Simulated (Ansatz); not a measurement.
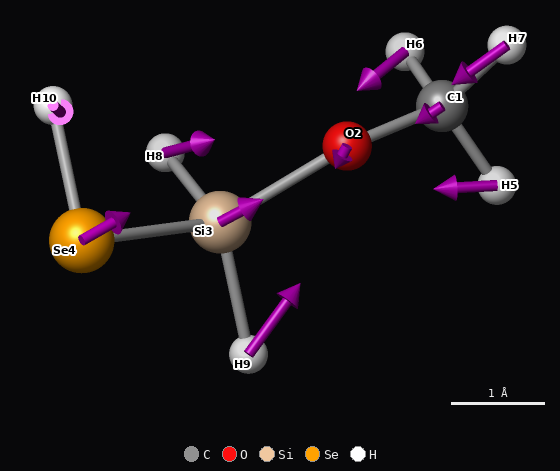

This is a relaxation of CH₆OSeSi. The starting structure is drawn; purple arrows show the displacements, 20 times their true length. The two geometries are superimposed by the best rigid fit.

A ball-and-stick model, seen at a tilt.

The start comes from PBE-D4/def2-SVP.

Theory: Ansatz, RKS PBE0-D4/def2-TZVP.

Input file:
```yaml
crystal:
  periodic: [false, false, false]
  atoms:
    - {symbol: C, position_ang: [0.469991, 1.579615, 0.464803]}
    - {symbol: O, position_ang: [0.715108, 0.218069, 0.161178]}
    - {symbol: Si, position_ang: [-0.419684, -0.754263, -0.605671]}
    - {symbol: Se, position_ang: [0.296400, -2.920258, -0.590556]}
    - {symbol: H, position_ang: [0.444152, 2.215259, -0.451061]}
    - {symbol: H, position_ang: [-0.491306, 1.727189, 1.011488]}
    - {symbol: H, position_ang: [1.291345, 1.949420, 1.112648]}
    - {symbol: H, position_ang: [-1.746879, -0.598991, 0.093602]}
    - {symbol: H, position_ang: [-0.560897, -0.420683, -2.067671]}
    - {symbol: H, position_ang: [0.084770, -3.046457, 0.874140]}
basis:
  gaussian: {orbitals: def2-TZVP}
hamiltonian: {xc: pbe0, dispersion: d4}
relax: {f_tol: 0.005, max_steps: 150}
```

Which element moves most?

Answer. Hydrogen: up to 0.048 Å, against 0.034 Å for selenium.

What did the optimiser do to the structure, and how much energy did it gain?

Answer. H9 moves most after the best rigid fit: 0.048 Å. Largest moves by element: H 0.048 Å, Se 0.034 Å, Si 0.028 Å, C 0.018 Å, O 0.015 Å. Near-neighbour distances that change, for instance: O2–Si3 1.680 → 1.639 Å, Si3–H8 1.508 → 1.487 Å, Si3–Se4 2.281 → 2.261 Å, C1–H5 1.115 → 1.096 Å. The energy falls by 1.36 kcal/mol in 5 geometry steps. Largest force component: 0.76 eV/Å at the start, 0.0035 eV/Å at the end. The run took roughly 90 core-seconds on a shared host.
